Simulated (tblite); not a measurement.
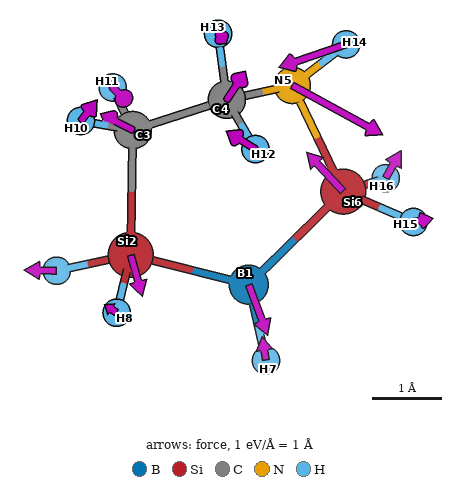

Starting geometry of C$_{2}$H$_{10}$BNSi$_{2}$ with the computed forces as purple arrows. The picture is a ball-and-stick view, seen from a free direction.

All numbers below come from GFN2-xTB geometry optimisation, gas phase (tblite). 

**Is this structure relaxed? If not, where do the atoms go?**

It isn't relaxed: the largest force vector, on the N atom, is 1.57 eV/Å. The final displacements have little in common with the starting forces (cosine between the two patterns 0.27). The energy falls by 9.03 kcal/mol in 95 geometry steps. An H atom moves most after the best rigid fit: 0.64 Å. By element the largest moves are H 0.64 Å, N 0.26 Å, Si 0.16 Å, B 0.16 Å, C 0.06 Å. Some distances before and after: N–Si 1.802 → 1.730 Å, H–N 1.044 → 1.007 Å, B–Si 1.925 → 1.956 Å, C–Si 1.887 → 1.915 Å. Bond angles that change, for instance: C–N–Si 112.3° → 124.6°, Si–N–H 106.7° → 116.9°, B–Si–H 109.9° → 119.1°. Groups turn about B–Si by about 25°. Cost: 1 s on 1 thread of Arm Neoverse N1, with other jobs on the host.
